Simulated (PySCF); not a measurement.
# InHBrClO (SMILES [OH][In]([Cl])[Br]) at HF/x2c-SVPall (sfX2C)

What is the vertical singlet–triplet gap of InHBrClO at HF/x2c-SVPall (sfX2C)? 

The calculation is run with PySCF 2.14.0.

## Step 1: The system as given

The species is InHBrClO (5 atoms), meant as a singlet with charge 0. As SMILES, `[OH][In]([Cl])[Br]`. The coordinates come from a PBE0-D4/def2-TZVP relaxation. This is one conformer, not always the lowest.

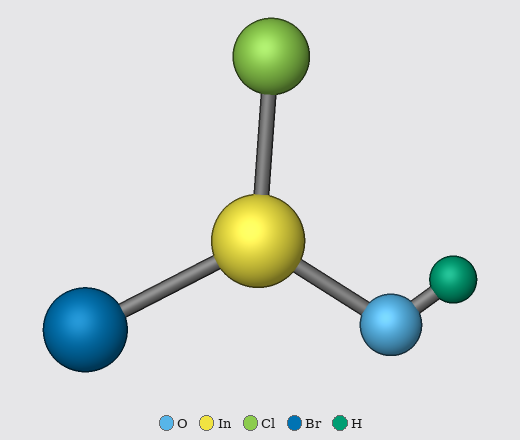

The structure, seen from a chosen angle (oxygen blue, indium yellow, chlorine green, bromine blue, hydrogen teal).

## Step 2: A single-point energy at HF/x2c-SVPall (sfX2C)

Contents of mol.xyz:

```xyz
5

O     -0.257200     1.542400     0.012700
In    -0.101800    -0.408900    -0.122800
Cl     1.719700    -1.431600     0.864100
Br    -1.787800    -1.699000    -1.298800
H      0.477100     1.923400     0.503400
```

Contents of input.py:

```python
from pyscf import gto

mol = gto.Mole()
mol.atom = 'mol.xyz'
mol.verbose = 3
mol.spin = 0
mol.basis = 'x2c-svpall'
mol.max_memory = 1860
mol.build()

mf = mol.RHF()
mf = mf.x2c()
mf.conv_tol = 1e-10
mf.kernel()
if not mf.converged:
    mf = mf.newton().run(mf.mo_coeff, mf.mo_occ)

e_tot = mf.e_tot
print('E = %.10f Eh' % e_tot)
```

The run is started by

```sh
$ OMP_NUM_THREADS=1 python input.py
```

Log:

```text
converged SCF energy = -9018.02691827764
E = -9018.0269182776 Eh
```

Run time: 5.1 s. Hardware: 1 thread of Arm Neoverse V1, shared host; peak memory 0.26 GiB.

## Step 3: The triplet at the same level

Contents of input.xyz:

```xyz
5

O     -0.257200     1.542400     0.012700
In    -0.101800    -0.408900    -0.122800
Cl     1.719700    -1.431600     0.864100
Br    -1.787800    -1.699000    -1.298800
H      0.477100     1.923400     0.503400
```

Contents of job.py:

```python
from pyscf import gto, scf

mol = gto.M(
    atom='input.xyz',
    max_memory=1860,
    basis='x2c-svpall',
    charge=0,
    spin=2,
    verbose=3,
)

mf = scf.UHF(mol)
mf = mf.x2c()
mf.conv_tol = 1e-10
mf.kernel()
if not mf.converged:
    mf = mf.newton().run(mf.mo_coeff, mf.mo_occ)

etot = mf.e_tot
print('Final energy', etot)
```

The run is started by

```sh
$ OMP_NUM_THREADS=1 python job.py
```

Log:

```text
WARN: HOMO -0.0881412829462285 >= LUMO -0.411469488560668

WARN: HOMO -0.19571905434655 >= LUMO -0.206082916715261

converged SCF energy = -9017.8403350936  <S^2> = 2.0154555  2S+1 = 3.0102861
Final energy -9017.840335093597
```

It took 7.2 s on 1 thread of Arm Neoverse V1, shared host; peak memory 0.25 GiB.

## Step 4: Outcome

At HF/x2c-SVPall (sfX2C):

```
                                        quantity           value
                           singlet: total energy  -9018.02692 Eh
                          singlet: dipole moment          1.09 D
                            singlet: HOMO energy       -11.66 eV
                            singlet: LUMO energy         0.89 eV
                          singlet: HOMO–LUMO gap        12.54 eV
                           triplet: total energy  -9017.84034 Eh
                          triplet: dipole moment          4.77 D
     triplet: HOMO energy (highest over α and β)        -5.82 eV
      triplet: LUMO energy (lowest over α and β)        -3.29 eV
                                   triplet: ⟨S²⟩           2.015
vertical energy of the triplet above the singlet        5.077 eV
```

What this shows: At this shape the triplet lies 5.08 eV (490 kJ/mol) above the singlet. Mulliken charges (singlet) run from -0.67 on O1 to +1.26 on In2.
